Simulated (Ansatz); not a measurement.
**SiS$_{2}$: structures and their energies**

9 relaxations of SiS2 ended in 6 distinct structures. Computed with r2SCAN+rVV10 (plane waves to 500 eV, PAW, scalar-relativistic; Ansatz, a first-principles code).

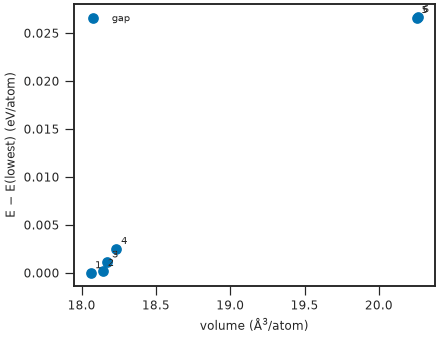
*Energy against volume of the distinct structures, numbered as in the table*

```tsv
#	space group	Pearson	type	E − E(lowest) (eV/atom)	V (Å³/atom)	gap (eV, no SOC)	runs ending here
1	R3m	hR3	–	0.000	18.06	0.33	2
2	P6₃/mmc	hP6	–	0.000	18.14	0.37	1
3	P-6m2	hP6	–	0.001	18.17	0.16	1
4	P6₃/mmc	hP6	–	0.00	18.23	0.02	3
5	P6₃/mmc	hP6	–	0.027	20.26	0.24	1
6	P-6m2	hP3	–	0.027	20.26	0.22	1
```

R3m, hR3 is the lowest of the structures calculated here, level within the accuracy with P6₃/mmc, hP6; P-6m2, hP6; P6₃/mmc, hP6.

Space group R3m, hexagonal axes (No. 160); a = b = 3.226 Å, c = 18.034 Å, α = β = 90.00°, γ = 120.00°

| atom | site | symmetry | x | y | z |
|---|---|---|---|---|---|
| Si | 3a | 3m | 0.0000 | 0.0000 | 0.0000 |
| S | 3a | 3m | 0.0000 | 0.0000 | 0.7469 |
| S | 3a | 3m | 0.0000 | 0.0000 | 0.5864 |
(The calculation used a cell of 3 atoms; values per cell refer to that cell.)

Each run could gain symmetry but not lose that of its start, so entries can be saddle points. All of these are generated cells (placed on structure types, drawn at random, substituted or restacked) that were not matched to a known phase here. The real structure of this composition may not be among these. Energies are at zero temperature and pressure, without zero-point motion. No spin polarisation in the result.
